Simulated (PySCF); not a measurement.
Hg₂S₂

Input file:

```
mol = gto.M(atom='''
Hg     0.00000     0.00000     2.38044
Hg    -0.00000    -0.00000    -2.38044
S      1.14971    -0.00000    -0.00000
S     -1.14971     0.00000     0.00000''',
    basis={'Hg': 'def2-SVP', 'S': 'def2-SVP'},
    ecp={'Hg': 'def2-SVP'},
    charge=0, spin=0)
mf = dft.RKS(mol, xc='PBE0')
mf.grids.atom_grid = (75, 302)  # f atoms: at least (60, 302), unpruned
mf = mf.density_fit()  # Hg def2-universal-JKFIT, S def2-universal-JKFIT
mf.conv_tol = 1e-09; mf.max_cycle = 55
mf.kernel(dm0)
```

Launched as:

```sh
OMP_NUM_THREADS=2 python run.py
```

Core potentials replace the inner electrons of Hg.

The calculation used RKS PBE0, Hg def2-SVP with ECP60, S def2-SVP; non-relativistic Hamiltonian with scalar-relativistic core potentials where named; density fitting in PySCF.

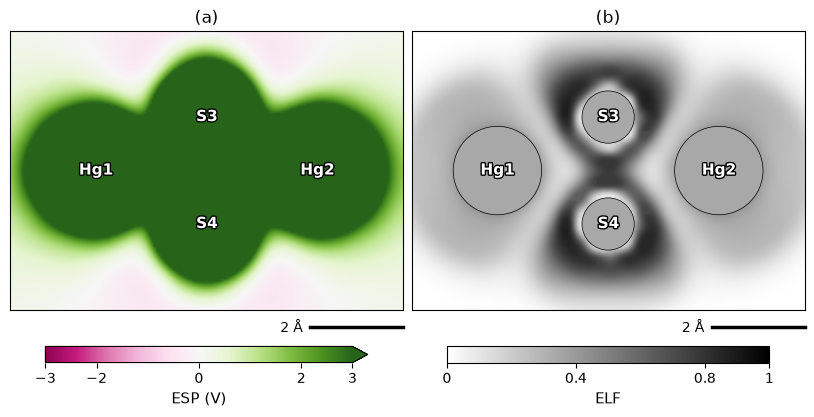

Figure 1. (a) molecular electrostatic potential; (b) ELF on the molecular plane. Grey discs cover the atomic cores in the ELF map.

> Read the bonding off the picture.

- Atoms in the plane: Hg and S.
- S–S (2.30 Å): the ELF peaks at about 0.80 between the atoms, as expected for localised, covalent bonding.
- Hg–S (2.64 Å): the ELF peaks at about 0.70 in the valence shell of S, 0.9 Å from its nucleus, and drops to about 0.20 between the two atoms.
- Outside the dense part of the molecule the potential is most negative (−0.4 V) near S3 and S4.

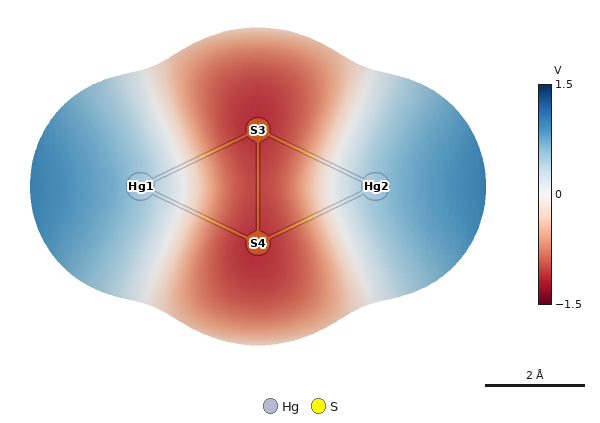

Figure 2. The electrostatic potential painted on the density surface at 0.001 e/bohr³, seen across its widest extent; red is negative and blue positive.

> Where is the surface potential most negative and most positive?

The most negative region (about −1.1 V) lies over S3 and S4, the most positive (about +1.0 V) over Hg1 and Hg2.

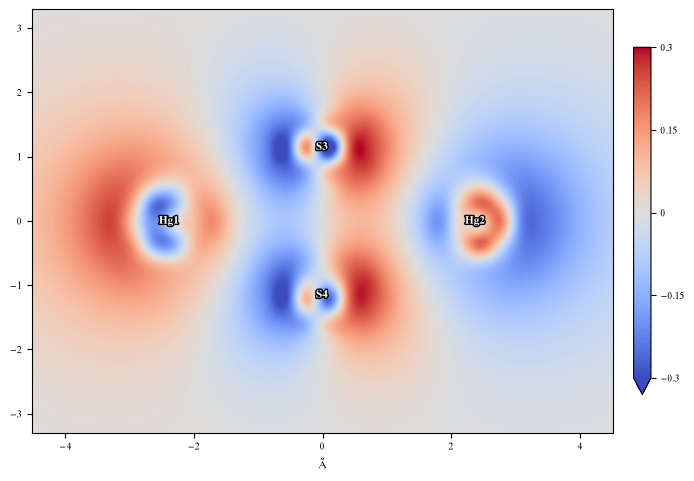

Figure 3. The LUMO on the molecular plane (values in Å⁻³ᐟ²; the overall sign is arbitrary).

> Where does this orbital lie, and at what energy?

Its weight (Hirshfeld) is mainly on Hg1 (about 35 %), Hg2 (about 35 %), S3 (about 15 %) and S4 (about 15 %); it is symmetric in the molecular plane (an in-plane orbital: σ, lone-pair or in-plane π type); it is ungerade (odd under inversion). Its energy is −4.28 eV.
